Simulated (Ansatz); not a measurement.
# Cl2GeH6Si2: small, medium and large basis sets

How large a basis does Cl2GeH6Si2 need? Two functionals are run in growing sets.

Computed with Ansatz 0.2.0, Gaussian basis. Level: one geometry, several basis sets.

Levels to be run: PBE0-D4/def2-SVP; ωB97M-V/def2-SVP; PBE0-D4/def2-QZVPP; ωB97M-V/def2-QZVPP; the functionals' def2-TZVPP values are taken from earlier runs.

## (1) Structure used throughout

The geometry comes from an earlier relaxation with PBE0-D4 in a triple-zeta def2 set; it is a stationary point, not always the lowest conformer.

SMILES `[SiH3][Ge]([SiH3])([Cl])[Cl]`, 11 atoms, charge 0, spin multiplicity 1.

Atoms are counted from 1 here; the program's logs count them from 0.

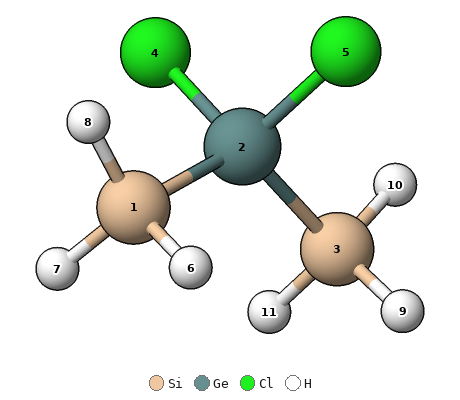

The geometry (silicon light orange, germanium teal, chlorine green, hydrogen white); atoms are numbered from 1 in the order of the file.

## (2) PBE0-D4 in def2-SVP

in.yaml reads:

```yaml
crystal:
  periodic: [false, false, false]
  atoms:
    - {symbol: Si, position_ang: [-2.102296, 0.356433, 0.189551]}
    - {symbol: Ge, position_ang: [0.157350, 0.358836, -0.579431]}
    - {symbol: Si, position_ang: [1.931962, -0.805240, 0.512820]}
    - {symbol: Cl, position_ang: [0.110657, -0.373112, -2.621787]}
    - {symbol: Cl, position_ang: [0.764563, 2.439586, -0.685588]}
    - {symbol: H, position_ang: [-2.138512, 0.928557, 1.559140]}
    - {symbol: H, position_ang: [-2.596826, -1.043366, 0.210037]}
    - {symbol: H, position_ang: [-2.901573, 1.182636, -0.746550]}
    - {symbol: H, position_ang: [2.060976, -0.284400, 1.897195]}
    - {symbol: H, position_ang: [3.175367, -0.564008, -0.257562]}
    - {symbol: H, position_ang: [1.603731, -2.252923, 0.542776]}
basis:
  gaussian: {orbitals: def2-SVP}
hamiltonian: {xc: pbe0, dispersion: d4}
output: {orbitals: {seedname: orbitals}}
```

Command:

```
ansatz run in.yaml --threads 4 --pin off --events-out ev --progress --plain --max-ram 11315MiB
```

The program printed:

```text
Functional definition: PBE0
  name "PBE0"
  cite "Adamo & Barone, J. Chem. Phys. 110, 6158 (1999) doi:10.1063/1.478522"
  cite "Perdew, Burke & Ernzerhof, Phys. Rev. Lett. 77, 3865 (1996) doi:10.1103/PhysRevLett.77.3865"
  parent pbe
  parameter a = 0.25
  parameter kappa = 0.804
  parameter beta = 0.06672455060314922
  exchange = (1 - a)*pbe_x(kappa = kappa, mu = beta*pi^2/3) + a*exact_x
  correlation = pbe_c(beta = beta)
1272 factors; integrals over basis functions are off by at most 1.2e-3 eV
mean field evaluation 1: about -97376.1367 eV, gradient 2.0e1 eV
mean field evaluation 2: about -97375.8090 eV, gradient 2.5e1 eV
mean field evaluation 4: about -97377.0082 eV, gradient 4.8e-1 eV
mean field evaluation 8: about -97377.0657 eV, gradient 5.3e-2 eV
mean field -97377.06570446 eV, -3578.5411600930 hartree, gradient 7.7e-5 eV, S^2 0.000000; 0 other end points of the search recorded, 0 dependent functions left out
reference -97377.06573463 eV, -3578.5411612020 hartree; 50, 50 occupied and 84, 84 virtual orbitals, 1272 factors
Total energy: -97377.38517323 eV, -3578.5529003540 hartree
```

Run time: 1.9 s. Hardware: 4 threads of Arm Neoverse V2, shared host.

## (3) ωB97M-V in def2-SVP

Changes to in.yaml since step 2:

```diff
@@ -16,3 +16,3 @@
   gaussian: {orbitals: def2-SVP}
-hamiltonian: {xc: pbe0, dispersion: d4}
+hamiltonian: {xc: {name: wB97M-V}}
 output: {orbitals: {seedname: orbitals}}
```

Same command.

The program printed, cut to the lines that bear on the results:

```text
Functional definition: wB97M-V
  name "wB97M-V"
  cite "Mardirossian & Head-Gordon, J. Chem. Phys. 144, 214110 (2016) doi:10.1063/1.4952647"
  cite "Becke, J. Chem. Phys. 107, 8554 (1997) doi:10.1063/1.475007"
  cite "Vydrov & Van Voorhis, J. Chem. Phys. 133, 244103 (2010) doi:10.1063/1.3521275"
  # Of w^i u^j: cxij and so on, Table III.
[...]
  gx(w, u) = 1 - cx + cx01*u + cx10*w
  gss(w, u) = css00 + css04*u^4 + css10*w + css20*w^2 + css43*w^4*u^3
  gos(w, u) = cos00 + cos10*w + (cos20 + cos21*u)*w^2 + (cos60 + cos61*u)*w^6
[...]
      + integral(e_c_pw_mod_opposite_spin*gos(b97_w_opposite, b97_u_opposite)) + vv10(b, c)
1272 factors; integrals over basis functions are off by at most 1.2e-3 eV
405 factors; integrals over basis functions are off by at most 4.5e-6 eV
[...]
mean field -97393.20217949 eV, -3579.1341646128 hartree, gradient 4.0e-5 eV, S^2 0.000000; 0 other end points of the search recorded, 0 dependent functions left out
reference -97393.20222743 eV, -3579.1341663746 hartree; 50, 50 occupied and 84, 84 virtual orbitals, 1272 factors
Total energy: -97393.20222743 eV, -3579.1341663746 hartree
```

Run time: 7.5 s. Hardware: 4 threads of Arm Neoverse V2, shared host.

## (4) PBE0-D4 in def2-QZVPP

Changes to in.yaml since step 3:

```diff
@@ -15,4 +15,4 @@
 basis:
-  gaussian: {orbitals: def2-SVP}
-hamiltonian: {xc: {name: wB97M-V}}
+  gaussian: {orbitals: "def2-QZVPP.json"}
+hamiltonian: {xc: pbe0, dispersion: d4}
 output: {orbitals: {seedname: orbitals}}
```

Launched as before.

The program printed:

```text
Functional definition: PBE0
  name "PBE0"
  cite "Adamo & Barone, J. Chem. Phys. 110, 6158 (1999) doi:10.1063/1.478522"
  cite "Perdew, Burke & Ernzerhof, Phys. Rev. Lett. 77, 3865 (1996) doi:10.1103/PhysRevLett.77.3865"
  parent pbe
  parameter a = 0.25
  parameter kappa = 0.804
  parameter beta = 0.06672455060314922
  exchange = (1 - a)*pbe_x(kappa = kappa, mu = beta*pi^2/3) + a*exact_x
  correlation = pbe_c(beta = beta)
2422 factors; their error is unknown
mean field evaluation 1: about -97399.6553 eV, gradient 2.4e1 eV
mean field evaluation 2: about -97399.9565 eV, gradient 2.7e1 eV
mean field evaluation 4: about -97400.7435 eV, gradient 1.3e0 eV
mean field evaluation 8: about -97400.9250 eV, gradient 4.7e-1 eV
mean field evaluation 16: about -97400.9251 eV, gradient 2.2e-5 eV
mean field -97400.92505088 eV, -3579.4179749016 hartree, gradient 2.2e-5 eV, S^2 0.000000; 0 other end points of the search recorded, 0 dependent functions left out
reference -97400.92509986 eV, -3579.4179767015 hartree; 50, 50 occupied and 499, 499 virtual orbitals, 2422 factors
Total energy: -97401.24453846 eV, -3579.4297158535 hartree
```

Run time: 18 s. Hardware: 4 threads of Arm Neoverse V2, shared host; peak memory 3 GiB.

## (5) ωB97M-V in def2-QZVPP

Changes to in.yaml since step 4:

```diff
@@ -16,3 +16,3 @@
   gaussian: {orbitals: "def2-QZVPP.json"}
-hamiltonian: {xc: pbe0, dispersion: d4}
+hamiltonian: {xc: {name: wB97M-V}}
 output: {orbitals: {seedname: orbitals}}
```

The command is unchanged.

The program printed, cut to the lines that bear on the results:

```text
Functional definition: wB97M-V
  name "wB97M-V"
  cite "Mardirossian & Head-Gordon, J. Chem. Phys. 144, 214110 (2016) doi:10.1063/1.4952647"
  cite "Becke, J. Chem. Phys. 107, 8554 (1997) doi:10.1063/1.475007"
  cite "Vydrov & Van Voorhis, J. Chem. Phys. 133, 244103 (2010) doi:10.1063/1.3521275"
  # Of w^i u^j: cxij and so on, Table III.
[...]
  gx(w, u) = 1 - cx + cx01*u + cx10*w
  gss(w, u) = css00 + css04*u^4 + css10*w + css20*w^2 + css43*w^4*u^3
  gos(w, u) = cos00 + cos10*w + (cos20 + cos21*u)*w^2 + (cos60 + cos61*u)*w^6
[...]
      + integral(e_c_pw_mod_opposite_spin*gos(b97_w_opposite, b97_u_opposite)) + vv10(b, c)
2338 factors; their error is unknown
447 factors; integrals over basis functions are off by at most 3.2e-5 eV
[...]
mean field -97416.92319782 eV, -3580.0058959577 hartree, gradient 5.5e-5 eV, S^2 0.000000; 0 other end points of the search recorded, 0 dependent functions left out
reference -97416.92327751 eV, -3580.0058988862 hartree; 50, 50 occupied and 499, 499 virtual orbitals, 2338 factors
Total energy: -97416.92327751 eV, -3580.0058988862 hartree
```

It took 35 s on 4 threads of Arm Neoverse V2, shared host; peak memory 3.5 GiB.

## (6) Density functionals: the series

The def2-TZVPP values come from earlier runs at the same geometry.

```
functional       basis  functions  energy (eV)  from the largest (eV)  HOMO (eV)  LUMO (eV)
   PBE0-D4    def2-SVP        134  -97377.3852                 23.859      -7.72      -0.86
   PBE0-D4  def2-TZVPP        300  -97398.7664                  2.478      -7.80      -1.13
   PBE0-D4  def2-QZVPP        549  -97401.2445                  0.000      -7.82      -1.20
   ωB97M-V    def2-SVP        134  -97393.2022                 23.721      -9.64       1.10
   ωB97M-V  def2-TZVPP        300  -97414.5470                  2.376      -9.76       0.70
   ωB97M-V  def2-QZVPP        549  -97416.9233                  0.000      -9.79       0.56
```

## (7) What came out

```
                                       quantity           value
PBE0-D4: double and triple zeta above quadruple  23.86, 2.48 eV
ωB97M-V: double and triple zeta above quadruple  23.72, 2.38 eV
```

**Reading.** PBE0-D4 gains 21.38 eV from double to triple zeta, then 2.48 eV more. These are total energies; as a rule much of such shifts cancels in differences, which this series doesn't test. The LUMO of ωB97M-V is positive and keeps falling with the basis (1.10 to 0.56 eV): an unbound level that the basis holds in place.

For PBE0-D4 the largest set took about 10 times as long as the smallest (18 s against 1.9 s).
